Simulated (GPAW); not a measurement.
# O K ELNES/XANES of La2O3 (P-3m1) from DFT, part 2 of 3

How does the O K edge of La2O3 (P-3m1) move when the bonds are compressed or stretched?

GPAW 26.7.0; X-ray absorption from dipole matrix elements to empty bands, plane-wave PAW PBE.

So far. Step 2 (The field without a hole): The mesh shows a gap of 3.92 eV, so the hole is first treated in a charged cell, without the excited electron.

## 4. Spectrum with FCH, O atom 3

The holes are 6.8 Å apart. In GPAW the data set carries the hole's charge, so charge=0 means a charged cell and charge=-1 a neutral one. The excited electron is left out and a uniform background balances the charge. After the field has converged, empty bands are computed with the density fixed and the dipole matrix elements are summed.

The absorber has 6 La at 2.72 Å (octahedral, site symmetry -3m).

Input file xas.py:

```python
import numpy as np
from ase import Atoms
from ase.parallel import parprint, paropen
from gpaw import GPAW, PW, FermiDirac, Mixer, MixerDif, setup_paths
from gpaw.test import gen
setup_paths.insert(0, '.')
gen('O', name='fch1s', xcname='PBE', corehole=(1, 0, 1), write_xml=True)
from gpaw.mpi import world
world.barrier()

atoms = Atoms('La6O9',
    cell=[[-5.89616682, 3.4041535, 0],
     [-5.89616682, -3.4041535, 0],
     [3.93077788, 0, 6.11195352]],
    scaled_positions=[[0.41541189, 0.74874523, 0.24623568],
     [0.74874523, 0.08207856, 0.24623568],
     [0.08207856, 0.41541189, 0.24623568],
     [0.25125477, 0.91792144, 0.75376432],
     [0.58458811, 0.25125477, 0.75376432],
     [0.91792144, 0.58458811, 0.75376432],
     [0, 0, 0],
     [0.33333333, 0.33333333, 0],
     [0.66666667, 0.66666667, 0],
     [0.54863022, 0.88196355, 0.64589065],
     [0.88196355, 0.21529688, 0.64589065],
     [0.21529688, 0.54863022, 0.64589065],
     [0.11803645, 0.78470312, 0.35410935],
     [0.45136978, 0.11803645, 0.35410935],
     [0.78470312, 0.45136978, 0.35410935]],
    pbc=True)
atoms.calc = calc = GPAW(legacy_gpaw=True, mode=PW(500, force_complex_dtype=True), xc='PBE', setups={6: 'fch1s'},
    kpts={'size': (3, 3, 3), 'gamma': True}, occupations=FermiDirac(0.02),
    charge=0, mixer=Mixer(0.1, 5, 50), maxiter=150,
    convergence={'density': 0.0001, 'eigenstates': 1e-6}, txt='scf.txt')
energy = atoms.get_potential_energy() + calc.get_reference_energy()
ef = calc.get_fermi_level()
out = dict(energy=energy, fermi=ef, forces=atoms.get_forces().tolist())
parprint(f'all-electron energy {energy:.4f} eV, Fermi level {ef:.4f} eV')
ev = np.array([[calc.get_eigenvalues(k, s) for k in range(len(calc.get_ibz_k_points()))] for s in range(calc.get_number_of_spins())])
out['homo'], out['lumo'], out['counts'] = ev[ev < ef].max(), ev[ev > ef].min(), sorted(set((ev < ef).sum((0, 2)).tolist()))
out['filled'] = (ev[:, 0] < ef).sum(1).tolist()

from ase.units import Ha
from gpaw.xas import dipole_matrix_elements
nb = int(calc.get_number_of_electrons() / 2) + 179
top, nb = nb, nb + 8 + nb // 12
nscf = calc.fixed_density(kpts={'size': (4, 4, 4), 'gamma': True}, nbands=nb,
    convergence={'bands': top, 'eigenstates': 5e-3}, maxiter=60, txt='nscf.txt')
cell = atoms.cell.array
ops = [cell.T @ U.T @ np.linalg.inv(cell.T) for U in nscf.wfs.kd.symmetry.op_scc]
filled = [60]  # bands filled in the ground state, by spin
E = np.arange(-6, 34, 0.1)
fwhm = np.interp(E, [4, 25], [0.9, 3.5])
Y, X, zero, highest = 0, 0, 1e9, 1e9
for spin in range(nscf.get_number_of_spins()):
    wfs = nscf.wfs
    mine = wfs.bd.get_slice()  # this rank's bands
    A = dipole_matrix_elements(wfs.setups[6])
    eps = np.zeros((wfs.kd.nibzkpts, nb))
    d = np.zeros((3, A.shape[1], wfs.kd.nibzkpts, nb), complex)
    for kpt in wfs.kpt_u:
        if kpt.s == spin and 6 in kpt.P_ani:
            eps[kpt.k, mine] = kpt.eps_n * Ha
            d[:, :, kpt.k, mine] = (kpt.weight * wfs.nspins / 2) ** 0.5 * np.inner(A, kpt.P_ani[6])
    world.sum(eps)
    world.sum(d)
    T = np.einsum('amkn,bmkn->abkn', d, d.conj()).real
    T = sum(np.einsum('ai,ijkn,bj->abkn', R, T, R) for R in ops) / len(ops)
    empty = np.ones_like(eps, bool) & (np.arange(nb) >= filled[spin])
    zero, highest = min(zero, eps[empty].min()), min(highest, eps[:, top - 1].min())
    lines = [(eps, T, empty)] if spin == 0 else lines + [(eps, T, empty)]
for eps, T, empty in lines:
    f = np.einsum('aakn->akn', T).reshape(3, -1)
    x = eps.ravel() - zero
    w = np.interp(x, E, fwhm) / 2.35482
    g = np.exp(-0.5 * ((E[:, None] - x) / w) ** 2) / (w * (2 * np.pi) ** 0.5)
    Y = Y + (f * empty.ravel()) @ g.T
    X = X + (f * ~empty.ravel()) @ g.T
out.update(E=E.round(2).tolist(), xas=Y.tolist(), xes=X.tolist(), zero=zero, valid=highest - zero, nk=len(eps), nb=nb)
for i in range(0, len(E), 10):
    parprint(f'{E[i]:7.2f}', *(f'{v:10.3e}' for v in Y[:, i]))
import json
with paropen('out.json', 'w') as f:
    json.dump(out, f)
```

The run is started by

```console
> OMP_NUM_THREADS=1 mpirun -n 4 gpaw python xas.py
```

Numbers of over 12 decimals in the logs are rounded to 6 here.

The program printed:

```text
Input parameters:
  convergence: {density: 0.0001,
                eigenstates: 1e-06}
  kpts: {gamma: True,
         size: (3, 3, 3)}
  maxiter: 150
  mixer: {backend: pulay,
          beta: 0.1,
          method: separate,
          nmaxold: 5,
          weight: 50}
  mode: {ecut: 500.0,
         force_complex_dtype: True,
         name: pw}
  occupations: {fixmagmom: False,
                name: fermi-dirac,
                width: 0.02}
  setups: {6: fch1s}
  xc: PBE

Initialize ...

[... PAW data sets ...]

Reference energy: -1404491.608105  # eV

Spin-paired calculation

[... convergence settings ...]
Symmetries present (total): 2
  [... symmetry matrices ...]

27 k-points: 3 x 3 x 3 Monkhorst-Pack grid
14 k-points in the irreducible part of the Brillouin zone
       k-points in crystal coordinates                weights
   0:     0.00000000    0.00000000    0.00000000          1/27
   1:     0.00000000    0.00000000    0.33333333          2/27
   2:     0.00000000    0.33333333   -0.33333333          2/27
   3:     0.00000000    0.33333333    0.00000000          2/27
   4:     0.00000000    0.33333333    0.33333333          2/27
   5:     0.33333333   -0.33333333   -0.33333333          2/27
   6:     0.33333333   -0.33333333    0.00000000          2/27
   7:     0.33333333   -0.33333333    0.33333333          2/27
   8:     0.33333333    0.00000000   -0.33333333          2/27
   9:     0.33333333    0.00000000    0.00000000          2/27
          ...
  13:     0.33333333    0.33333333    0.33333333          2/27

Wave functions: Plane wave expansion
  Cutoff energy: 500.000 eV
  Number of coefficients (min, max): 6219, 6244
  Pulay-stress correction: 0.000000 eV/Ang^3 (de/decut=0.000000)
  Using FFTW library
  Wavefunction extrapolation:
    Improved wavefunction reuse through dual PAW basis

Occupation numbers: Fermi-Dirac:
  width: 0.0200  # eV

Eigensolver
   Davidson(niter=2)

Densities:
  Coarse grid: 36*36*40 grid
  Fine grid: 72*72*80 grid
  Total Charge: 1.000000

Density mixing:
  Method: separate
  Backend: pulay
  Linear mixing parameter: 0.1
  old densities: 5
  Width of damping distribution: 1.1
  Damping of long wavelength oscillations: 50

[... Hamiltonian set-up ...]
Number of atoms: 15
Number of atomic orbitals: 156
Number of bands in calculation: 76
Number of valence electrons: 120
Bands to converge: occupied

... initialized

Initializing position-dependent things.

Density initialized from atomic densities
Creating initial wave functions:
  76 bands from LCAO basis set

              La       La
                   O
                 La
             O        O
              O    La  O

             La  O    La
        O         O         O

Atomic positions and initial magnetic moments

Positions:
   0 La    -5.896167   -1.134718    1.504981    ( 0.0000,  0.0000,  0.0000)
   1 La    -3.930778    2.269436    1.504981    ( 0.0000,  0.0000,  0.0000)
   2 La    -1.965389   -1.134718    1.504981    ( 0.0000,  0.0000,  0.0000)
   3 La    -3.930778   -2.269436    4.606972    ( 0.0000,  0.0000,  0.0000)
   4 La    -1.965389    1.134718    4.606972    ( 0.0000,  0.0000,  0.0000)
   5 La    -5.896167    1.134718    4.606972    ( 0.0000,  0.0000,  0.0000)
   6 O      0.000000    0.000000    0.000000    ( 0.0000,  0.0000,  0.0000)
[...]
12 O     -3.930778   -2.269436    2.164300    ( 0.0000,  0.0000,  0.0000)
  13 O     -1.965389    1.134718    2.164300    ( 0.0000,  0.0000,  0.0000)
  14 O     -5.896167    1.134718    2.164300    ( 0.0000,  0.0000,  0.0000)

Unit cell:
           periodic     x           y           z      points  spacing
  1. axis:    yes   -5.896167    3.404154    0.000000    36     0.1559
  2. axis:    yes   -5.896167   -3.404154    0.000000    36     0.1559
  3. axis:    yes    3.930778    0.000000    6.111954    40     0.1528

  Lengths:   6.808307   6.808307   7.266842
  Angles:  117.933742 117.933742  60.000000

Effective grid spacing dv^(1/3) = 0.1679

iter:   1  -171.479892
iter:   2  -160.577825   +0.20  -0.84
iter:   3  -148.748385   +0.96  -0.94
iter:   4  -149.806967   +0.23  -1.34
iter:   5  -151.382992   +0.03  -1.40
iter:   6  -150.166664   -0.10  -1.47
iter:   7  -150.396930   -0.68  -1.93
iter:   8  -150.853639   -0.10  -1.83
[...]
iter:  13  -150.063393   -0.09  -1.56
iter:  14  -150.220156   -0.62  -2.27
iter:  15  -150.243858   -1.40  -2.29
iter:  16  -150.227978c  -1.90  -2.37
iter:  17  -150.254522c  -1.29  -2.62
iter:  18  -150.237628c  -2.09  -2.53
iter:  19  -150.233396c  -2.47  -2.81
iter:  20  -150.234314c  -2.63  -3.23
iter:  21  -150.234383c  -3.25  -3.25
iter:  22  -150.234218c  -3.06  -3.26
[...]
iter:  26  -150.234058c  -4.45  -3.83
iter:  27  -150.234110c  -4.31  -4.03c
iter:  28  -150.234101c  -4.92  -3.81
iter:  29  -150.234055c  -4.67  -3.82
iter:  30  -150.234069c  -5.14  -4.19c
iter:  31  -150.234069c  -4.73  -4.15c
iter:  32  -150.234063c  -5.14  -4.16c
iter:  33  -150.234063c  -5.89  -4.52c
iter:  34  -150.234063c  -5.96  -4.56c
iter:  35  -150.234063c  -6.44c -4.66c

Converged after 35 iterations.

Dipole moment: (-0.000000, -0.000000, -0.000000) |e|*Ang

Energy contributions relative to reference atoms: (reference = -1404491.608105)

Kinetic:       +132.725557
Potential:     -149.405770
External:        +0.000000
XC:            -130.578150
Entropy (-ST):   -0.000000
Local:           -2.975699
SIC:             +0.000000
--------------------------
Free energy:   -150.234063
Extrapolated:  -150.234063

Showing only first 2 kpts
 Kpt  Band  Eigenvalues  Occupancy
  0    58      8.02259    2.00000
  0    59      8.08467    2.00000
  0    60     12.28540    0.00000
  0    61     12.30658    0.00000

  1    58      8.00450    2.00000
  1    59      8.10231    2.00000
  1    60     12.06724    0.00000
[...]
Fermi level: 9.41113

Gap: 3.926 eV
Transition (v -> c):
  (s=0, k=2, n=59, [0.00, 0.33, -0.33]) -> (s=0, k=8, n=60, [0.33, 0.00, -0.33])
Direct/indirect transitions are different
Direct gap: 3.926 eV
Transition at: (s=0, k=2, n=59, [0.00, 0.33, -0.33])

Forces in eV/Ang:
  0 La    0.00522    1.12435    0.59216
  1 La    0.97246   -0.56775    0.59360
  2 La   -0.97671   -0.55873    0.59348
  3 La   -0.97246    0.56775   -0.59360
  4 La   -0.00522   -1.12435   -0.59216
  5 La    0.97671    0.55873   -0.59348
  6 O     0.00000    0.00000    0.00000
[...]
12 O    -0.10216   -0.05623   -0.25335
 13 O     0.10129   -0.06069   -0.25324
 14 O     0.00342    0.11799   -0.25330
Scalar-relativistic atomic PBE calculation for O (Oxygen, Z=8)
Core hole in 1s state (1s occupation: 1.0)
300 radial gridpoints.
|------------------------------------------------|
|------------------------------------------------|
[... the atom generator's iteration count ...]

Energy contributions:
-------------------------
Kinetic:      +54.482386
XC:            -6.221029
Potential:   -102.872811
-------------------------
Total:        -54.611454

state      eigenvalue         ekin         rmax
-----------------------------------------------
1s^1.0 :   -21.894578    30.998381        0.126
2s^2.0 :    -1.608483     4.112072        0.796
2p^4.0 :    -1.062351     3.814965        0.685
-----------------------------------------------
(units: Bohr and Hartree)

Generating PAW setup
Kinetic energy of the core from tauc = 31.023928
Cutoffs:
rc(s)=1.300
rc(p)=1.130
rc(d)=1.170
rc(vbar)=1.300
rc(comp)=1.260
rc(nct)=1.300

Kinetic energy of the core states: 30.998381
Charge: 1.0
Core electrons: 1.0
Valence electrons: 6.0
Pseudo-core charge: 0.000187
Shape function alpha=6.299
Pseudo-electron charge 5.288669
state    eigenvalue         norm
--------------------------------
2s(2) :    -1.608483     1.066038
*s    :    -0.608483
2p(4) :    -1.062351     0.789101
*p    :    -0.062351
*d    :     0.000000
--------------------------------

Diagonalizing with gridspacing h=0.050

state   all-electron     PAW
-------------------------------
2s:      -1.608483    -1.609927
2p:      -1.062351    -1.068630
*d:                   -0.061610
*f:                   -0.013338
-------------------------------
all-electron energy -1404641.8422 eV, Fermi level 9.4111 eV
[...]
31.00  3.851e-05  3.847e-05  5.519e-05
  32.00  3.962e-05  3.952e-05  5.537e-05
  33.00  4.080e-05  4.063e-05  5.224e-05
```

Wall time 9.2 min (4 MPI ranks of Intel Xeon Platinum 8259CL at 2.50GHz (Skylake/Cascade Lake), shared host); peak memory 0.85 GiB.

The O K spectrum, O atom 3, full core hole (charged cell) (energy from the lowest empty level; intensity scaled to a mean of 1 over the first 20 eV; polarised curves are means over the symmetry-equivalent atoms):

```
E (eV)  isotropic  ε ⊥ c  ε ∥ c
  -2.0       0.00   0.00   0.00
  -0.5       0.02   0.02   0.01
   1.0       2.33   2.56   1.85
   2.5       1.53   1.92   0.74
   4.0       0.97   0.42   2.08
   5.5       1.70   1.80   1.51
   7.0       0.78   1.08   0.16
   8.5       0.54   0.66   0.32
  10.0       0.72   0.54   1.08
  11.5       0.49   0.40   0.67
  13.0       0.65   0.52   0.90
  14.5       0.83   0.69   1.10
  16.0       0.82   0.87   0.74
  17.5       0.79   0.92   0.54
  19.0       0.92   1.09   0.58
  20.5       0.99   1.08   0.82
  22.0       1.08   1.06   1.12
  23.5       1.15   1.08   1.31
  25.0       1.09   1.05   1.17
  26.5       0.95   0.97   0.90
  28.0       0.80   0.80   0.80
```

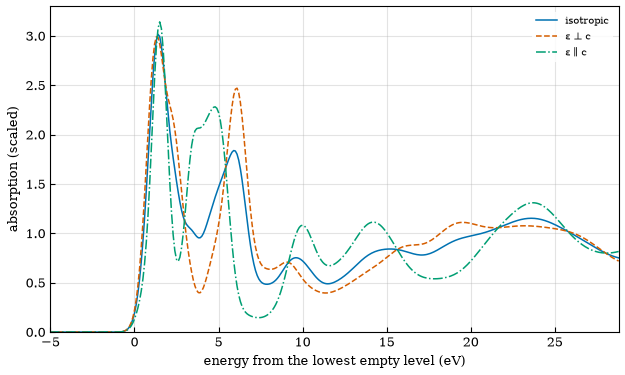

The O K edge, O atom 3, full core hole (charged cell): main maxima at 1.4, 5.9 and 23.6 eV.

Main maxima below 24 eV (height): 1.4 eV (3.02), 5.9 eV (1.84), 9.6 eV (0.75), 15.2 eV (0.84) and 23.6 eV (1.15). A K edge sees empty p states on the absorber.

The hole costs E(hole) − E(ground) = 526.91 eV, and the lowest empty level of the hole cell on the spectrum's mesh lies at 11.97 eV, which puts the zero at 538.88 eV. One term is added: -8.91 eV, since the hole is spin-paired here and a spin-polarised one costs that much less in the free atom (computed apart). The photon energy is then 529.97 eV. The functional and the charged cell's background leave an error of a few eV in such absolute values.

## 5. Supercell without a hole, the energy reference

The cell changes for the next run, so it gets a reference energy of its own.

The cell differs from the one that the last finished run ended in (a 6.808 → 6.740 Å, b 6.808 → 6.740 Å, c 7.267 → 7.193 Å).

Input file scf.py:

```python
import numpy as np
from ase import Atoms
from ase.parallel import parprint, paropen
from gpaw import GPAW, PW, FermiDirac, Mixer, MixerDif, setup_paths
from gpaw.test import gen
setup_paths.insert(0, '.')
gen('O', name='nch1s', xcname='PBE', corehole=(1, 0, 0), write_xml=True)
from gpaw.mpi import world
world.barrier()

atoms = Atoms('La6O9',
    cell=[[-5.8366055, 3.36976576, 0],
     [-5.8366055, -3.36976576, 0],
     [3.89107034, 0, 6.05021239]],
    scaled_positions=[[0.41541189, 0.74874523, 0.24623568],
     [0.74874523, 0.08207856, 0.24623568],
     [0.08207856, 0.41541189, 0.24623568],
     [0.25125477, 0.91792144, 0.75376432],
     [0.58458811, 0.25125477, 0.75376432],
     [0.91792144, 0.58458811, 0.75376432],
     [0, 0, 0],
     [0.33333333, 0.33333333, 0],
     [0.66666667, 0.66666667, 0],
     [0.54863022, 0.88196355, 0.64589065],
     [0.88196355, 0.21529688, 0.64589065],
     [0.21529688, 0.54863022, 0.64589065],
     [0.11803645, 0.78470312, 0.35410935],
     [0.45136978, 0.11803645, 0.35410935],
     [0.78470312, 0.45136978, 0.35410935]],
    pbc=True)
atoms.calc = calc = GPAW(legacy_gpaw=True, mode=PW(500, force_complex_dtype=True), xc='PBE', setups={6: 'nch1s'},
    kpts={'size': (3, 3, 3), 'gamma': True}, occupations=FermiDirac(0.02),
    charge=0, mixer=Mixer(0.1, 5, 50), maxiter=150,
    convergence={'density': 0.0001, 'eigenstates': 1e-6}, txt='scf.txt')
energy = atoms.get_potential_energy() + calc.get_reference_energy()
ef = calc.get_fermi_level()
out = dict(energy=energy, fermi=ef, forces=atoms.get_forces().tolist())
parprint(f'all-electron energy {energy:.4f} eV, Fermi level {ef:.4f} eV')
ev = np.array([[calc.get_eigenvalues(k, s) for k in range(len(calc.get_ibz_k_points()))] for s in range(calc.get_number_of_spins())])
out['homo'], out['lumo'], out['counts'] = ev[ev < ef].max(), ev[ev > ef].min(), sorted(set((ev < ef).sum((0, 2)).tolist()))
out['filled'] = (ev[:, 0] < ef).sum(1).tolist()
import json
with paropen('out.json', 'w') as f:
    json.dump(out, f)
```

The run is started by

```console
> OMP_NUM_THREADS=1 mpirun -n 4 gpaw python scf.py
```

The program printed:

```text
Input parameters:
  convergence: {density: 0.0001,
                eigenstates: 1e-06}
  kpts: {gamma: True,
         size: (3, 3, 3)}
  maxiter: 150
  mixer: {backend: pulay,
          beta: 0.1,
          method: separate,
          nmaxold: 5,
          weight: 50}
  mode: {ecut: 500.0,
         force_complex_dtype: True,
         name: pw}
  occupations: {fixmagmom: False,
                name: fermi-dirac,
[...]
2s(2) :    -0.880545     1.081993
*s    :     0.119455
2p(4) :    -0.331818     0.878848
*p    :     0.668182
*d    :     0.000000
--------------------------------

Diagonalizing with gridspacing h=0.050

state   all-electron     PAW
-------------------------------
2s:      -0.880545    -0.881653
2p:      -0.331818    -0.335594
*d:                    0.049820
*f:                    0.077145
-------------------------------
all-electron energy -1405168.5645 eV, Fermi level 9.6569 eV
[key lines of the parts left out:]
Converged after 41 iterations.
Dipole moment: (-0.000000, 0.000000, -0.000000) |e|*Ang
Free energy:   -122.157345
Fermi level: 9.65693
```

Wall time 3.6 min (4 MPI ranks); peak memory 0.41 GiB.

Reference energy: -1405168.565 eV with the cores included.

## 6. Spectrum with FCH, O atom 3

Shorter bonds are expected to push antibonding states and scattering resonances up, and longer ones down; the cell is scaled to test that.

Changed against the first core-hole run: volume scale from 1 to 0.97.

xas.py, as its differences from that of step 4:

```diff
@@ -11,5 +11,5 @@
 atoms = Atoms('La6O9',
-    cell=[[-5.89616682, 3.4041535, 0],
-     [-5.89616682, -3.4041535, 0],
-     [3.93077788, 0, 6.11195352]],
+    cell=[[-5.8366055, 3.36976576, 0],
+     [-5.8366055, -3.36976576, 0],
+     [3.89107034, 0, 6.05021239]],
     scaled_positions=[[0.41541189, 0.74874523, 0.24623568],
@@ -44,3 +44,3 @@
 from gpaw.xas import dipole_matrix_elements
-nb = int(calc.get_number_of_electrons() / 2) + 179
+nb = int(calc.get_number_of_electrons() / 2) + 174
 top, nb = nb, nb + 8 + nb // 12
```

The run is started by

```console
> OMP_NUM_THREADS=1 mpirun -n 4 gpaw python xas.py
```

The program printed:

```text
Input parameters:
  convergence: {density: 0.0001,
                eigenstates: 1e-06}
  kpts: {gamma: True,
         size: (3, 3, 3)}
  maxiter: 150
  mixer: {backend: pulay,
          beta: 0.1,
          method: separate,
          nmaxold: 5,
          weight: 50}
  mode: {ecut: 500.0,
         force_complex_dtype: True,
         name: pw}
  occupations: {fixmagmom: False,
                name: fermi-dirac,
[...]
*p    :    -0.062351
*d    :     0.000000
--------------------------------

Diagonalizing with gridspacing h=0.050

state   all-electron     PAW
-------------------------------
2s:      -1.608483    -1.609927
2p:      -1.062351    -1.068630
*d:                   -0.061610
*f:                   -0.013338
-------------------------------
all-electron energy -1404642.0269 eV, Fermi level 9.7271 eV
[...]
32.00  3.777e-05  3.790e-05  5.529e-05
  33.00  3.794e-05  3.817e-05  5.379e-05
[key lines of the parts left out:]
Converged after 38 iterations.
Dipole moment: (-0.000000, 0.000000, -0.000000) |e|*Ang
Free energy:   -150.418804
Fermi level: 9.72711
```

Run time: 9.1 min. Hardware: 4 MPI ranks; peak memory 0.83 GiB; 36 min of CPU time.

| E (eV) | first run | this run |
| --- | --- | --- |
| -2.0 | 0.00 | 0.00 |
| -1.0 | 0.00 | 0.00 |
| 0.0 | 0.19 | 0.17 |
| 1.0 | 2.33 | 2.07 |
| 2.0 | 2.20 | 2.45 |
| 3.0 | 1.12 | 1.14 |
| 4.0 | 0.97 | 0.93 |
| 5.0 | 1.47 | 1.36 |
| 6.0 | 1.83 | 1.81 |
| 7.0 | 0.78 | 1.08 |
| 8.0 | 0.49 | 0.48 |
| 9.0 | 0.67 | 0.59 |
| 10.0 | 0.72 | 0.75 |
| 11.0 | 0.52 | 0.58 |
| 12.0 | 0.51 | 0.50 |
| 13.0 | 0.65 | 0.60 |
| 14.0 | 0.79 | 0.75 |
| 15.0 | 0.84 | 0.82 |
| 16.0 | 0.82 | 0.83 |
| 17.0 | 0.78 | 0.79 |
| 18.0 | 0.83 | 0.80 |
| 19.0 | 0.92 | 0.89 |
| 20.0 | 0.97 | 0.96 |
| 21.0 | 1.02 | 1.00 |
| 22.0 | 1.08 | 1.06 |
| 23.0 | 1.14 | 1.12 |
| 24.0 | 1.15 | 1.15 |
| 25.0 | 1.09 | 1.13 |
| 26.0 | 1.00 | 1.06 |
| 27.0 | 0.90 | 0.96 |
| 28.0 | 0.80 | 0.86 |

Against the first run the r.m.s. difference is 8 %. The highest intensity below 16 eV goes from 1.4 eV (3.02) to 1.5 eV (3.06).

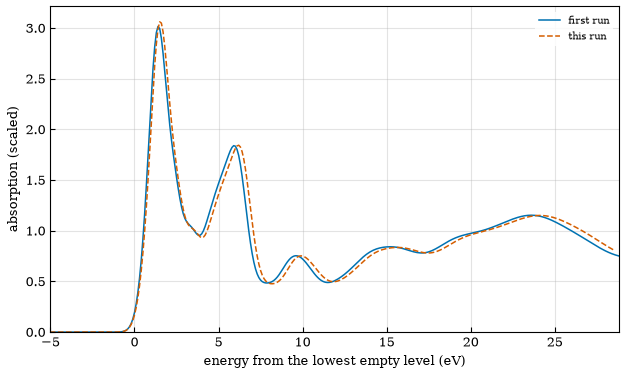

The effect of the change (volume scale from 1 to 0.97).

The photon energy of the zero moves by +0.05 eV.

[end of part 2 of 3]

[Banner, clock and machine lines of the logs are left out without a mark of their own.]

[Logs are printed without paths, hosts, clocks, repeated set-up lines and the standing remarks that a program may print on its own settings, such as how far it seeks lower states.]

[Hosts, paths, dates, database ids (printed as entryN), source tags and the programs' standing remarks are cut or masked in the printed files.]

[Lists of maxima count a maximum above −3 eV only where it reaches 4 % of the highest in the window and stands out from its surroundings by 2 % of it (1.5 % where it reaches 55 %); shoulders and weaker maxima are passed over, and of the rest the first, up to two pre-edge ones and the few strongest are named.]
